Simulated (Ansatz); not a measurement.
The reference is BeS (space group P4/nmm, No. 129; a = 3.452 Å, c = 5.621 Å; a hypothetical phase, not in the database extracts checked; layered, stacked along the Cartesian z axis).

Structures relaxed with plane-wave PAW DFT at the PBEsol level (Ansatz, an electronic-structure program, 420 eV), scalar-relativistic without spin-orbit coupling.

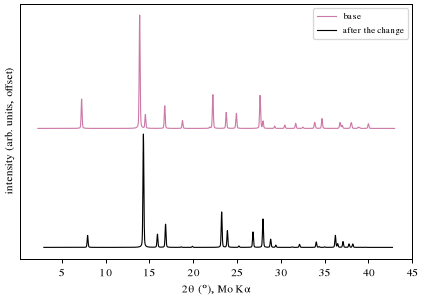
Simulated powder patterns before (top) and after one change

### Question
Name the change that was made.
(A) pressure 1.5 GPa
(B) pressure 0.3 GPa
(C) pressure 7.5 GPa

### Answer
A, pressure 1.5 GPa. Its volume per atom is 15.14 Å³ against 16.75 Å³, and its space group is P4/nmm (No. 129).

Load acts through the strain it causes; cell and atoms are relaxed under it. No phonon test of stability was made. Competing high-pressure phases were not computed. The base started in Pnma and relaxed to P4/nmm at this level. No dispersion term is included in the PBEsol runs.
